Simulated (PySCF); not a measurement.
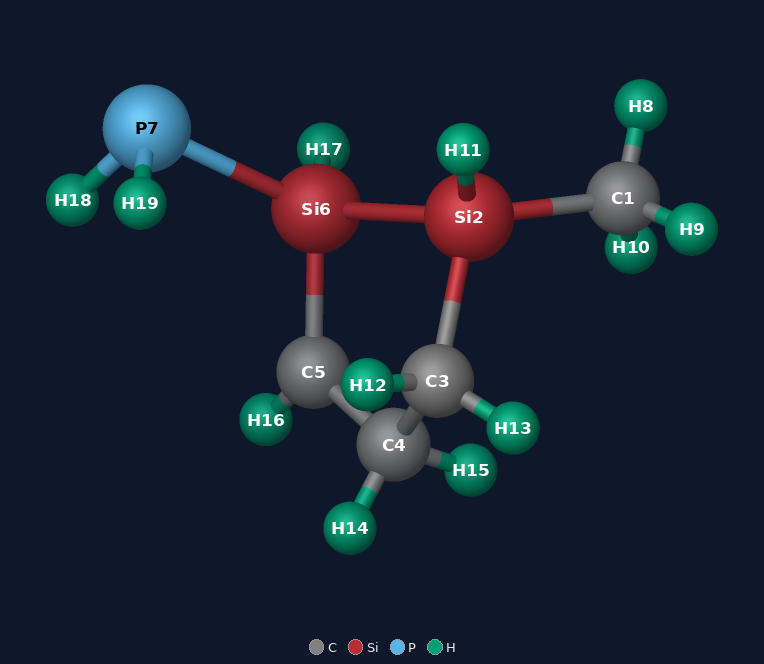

State: neutral, doublet. The geometry was computed by an optimisation with GFN2-xTB. No frequency run is at hand to confirm it as a minimum. Properties computed with UKS B3LYP, pcH-1 on C H P Si, non-relativistic (PySCF 2.14.0).

Give the isotropic hyperfine couplings (Fermi-contact term alone) of C1, Si2, C3, C4, C5, Si6, P7, H8, H9, H10, H11, H12, H13, H14, H15, H16, H17, H18, H19.

| atom | isotope | a_iso (MHz) |
| --- | --- | --- |
| C1 | 13C | −0.8 |
| Si2 | 29Si | 1.9 |
| C3 | 13C | 8.7 |
| C4 | 13C | −29.4 |
| C5 | 13C | 82.9 |
| Si6 | 29Si | 48.1 |
| P7 | 31P | −6.5 |
| H8 | 1H | 0.4 |
| H9 | 1H | −0.6 |
| H10 | 1H | −0.1 |
| H11 | 1H | 2.4 |
| H12 | 1H | −2.2 |
| H13 | 1H | −0.6 |
| H14 | 1H | 70.7 |
| H15 | 1H | 149.0 |
| H16 | 1H | −53.1 |
| H17 | 1H | 44.8 |
| H18 | 1H | −2.5 |
| H19 | 1H | −1.1 |

The geometry is semi-empirical. Around P, Si such bond lengths and angles can be off by a tenth of an ångström or more and by several degrees, and values that hang on the shape move with them.
